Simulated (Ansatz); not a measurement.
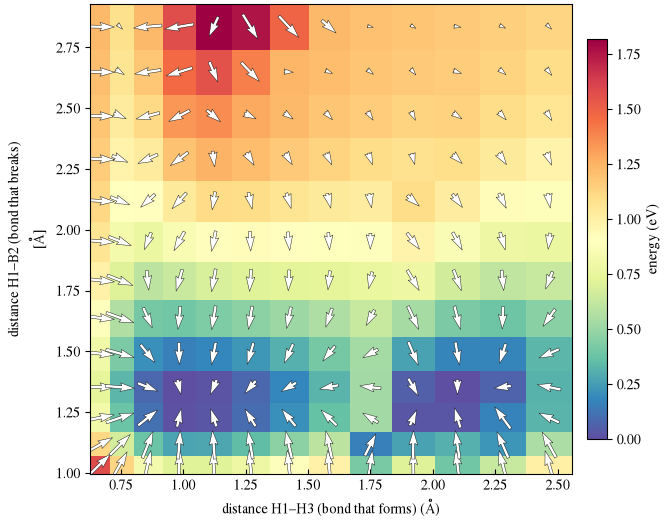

Energy landscape of the reacting system BH₄ (fragments BH₄ where the first distance is long, H₂ + BH₂ where the second is long), spin multiplicity 2. 
- Coordinates scanned: (1) distance H1–H3 (bond that forms); (2) distance H1–B2 (bond that breaks).
- Relaxed at each point: all other coordinates.
- The grid has 13 × 13 points.
- Points are written as (first, second).
- All energies are given in eV relative to the lowest grid point.
- Energies and slopes of some neighbouring points disagree (a jump in structure or state, or too coarse a mesh).
- All numbers below come from UKS r2SCAN-D4/def2-TZVP in Ansatz 0.2.0.

In the figure: one coloured cell a grid point, arrows along the force (downhill), their lengths compressed. 

Q: Summarise what can be read from the map.

A: The lowest grid point is at (2.099 Å, 1.353 Å). Other grid points that lie below all their neighbours: (0.984 Å, 1.353 Å) (0.0025 eV higher). The highest grid point, (1.122 Å, 2.835 Å), lies 1.82 eV above the lowest.

The whole map (169 points run) took 23 min on 1 thread of Arm Neoverse V2 (shared host).
